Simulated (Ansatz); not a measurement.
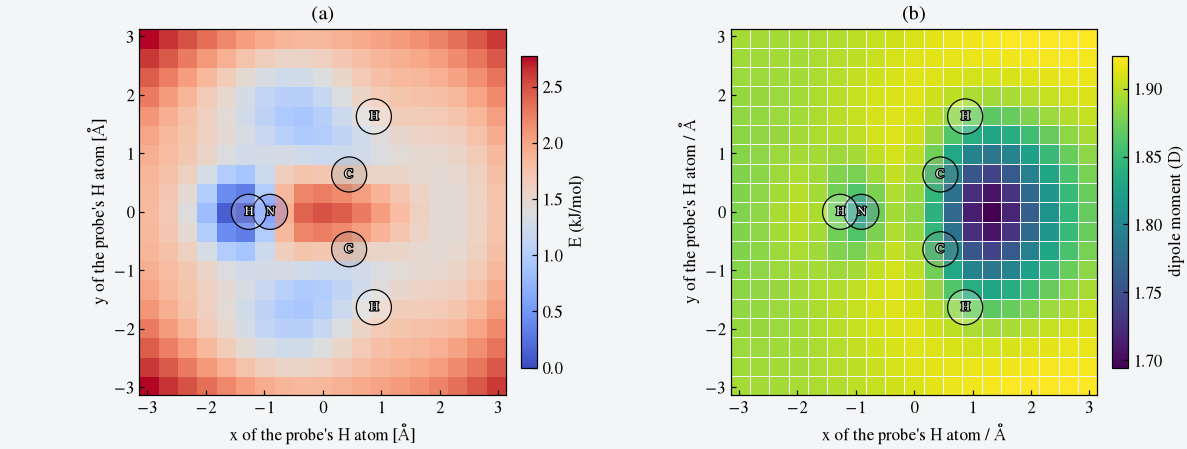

C₂H₃N (SMILES C1=CN1) with the probe H. The probe is moved over a plane parallel to the molecule's main plane, 2.66 Å above it. First axis: x of the probe's H atom. Second axis: y of the probe's H atom. Nothing is relaxed (molecule and probe rigid). Grid: 19 × 19 points; 190 points were computed and 171 follow by symmetry. Points are written as (first, second). All energies are given in kJ/mol relative to the lowest grid point. These are results of UKS PBE0-D4/def2-SVPD in Ansatz, not measurements.

Panel (a) is the energy and panel (b) the computed dipole moment on the same grid.

The picture shows one coloured cell a grid point, labelled circles for the molecule's atoms, projected on the plane.

Q: How does the dipole moment vary over the map, and what is it at the lowest grid point?

A: Leaving out the highest fifth of the energies, it runs from 1.69 D at (1.32 Å, 0.00 Å) [nearest 2 C at 2.87 Å] to 1.92 D at (0.99 Å, −2.97 Å) [nearest 1 H at 3.07 Å]. At the lowest grid point, (−1.32 Å, 0.00 Å) [nearest 1 H at 1.70 Å], it is 1.87 D.
